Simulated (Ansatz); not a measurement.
The relaxed structure here is a generated cell of Nb: the first start was made by placing the elements on the sites of a structure type, and the end was not matched to a known phase here, so it may be hypothetical. Known forms of Nb include space group No. 229.

One stationary structure of Nb. Space group P6/mmm (No. 191). Level of theory: r2SCAN (plane waves to 500 eV, PAW, scalar-relativistic; Ansatz, a program for electronic structure).

```xyz
3
Lattice="4.8822 0.0000 0.0000 -2.4411 4.2281 0.0000 0.0000 0.0000 2.6692" Properties=species:S:1:pos:R:3 pbc="T T T"
Nb     0.0000     0.0000     0.0000
Nb     0.0000     2.8187     1.3346
Nb     2.4411     1.4094     1.3346
```

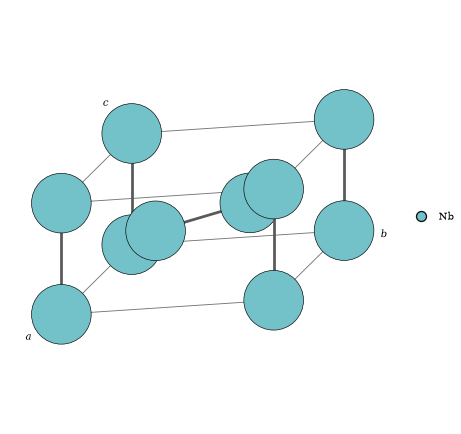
*The conventional cell of the relaxed structure*

```json
{
  "volume_per_atom": "18.37 Å³",
  "band_gap": "zero (metallic)",
  "shortest_distances": "Nb–Nb 2.67 Å",
  "k-mesh": "11×11×17"
}
```

Band energies at high-symmetry points (eV from the Fermi level; labels of this space group; no spin-orbit coupling), from −5 eV up to 2.6 eV:

| point | energies |
|---|---|
| Γ | -3.53 -1.74 -1.37 -1.37 -1.29 -1.29 -1.12 0.71 0.71 |
| M | -4.16 -3.86 -3.85 -2.14 -1.97 -1.63 -1.10 -1.03 1.38 2.26 |
| K | -4.28 -3.86 -3.86 -2.01 -2.01 -1.67 -0.39 -0.18 -0.18 |
| A | -3.74 -3.74 -2.98 -2.98 -1.98 -0.88 -0.05 -0.05 1.29 1.29 |
| L | -3.71 -3.29 -3.23 -2.54 -1.25 -1.01 -0.60 0.94 0.97 1.76 2.39 |
| H | -4.24 -2.57 -2.57 -2.09 -2.09 -1.28 0.17 0.17 0.96 0.96 1.19 |

No spin polarisation in the result.

The run could not lose the symmetry of its start, so the end can be a saddle point.

All atoms sit on sites fixed by symmetry, so only the cell could relax.
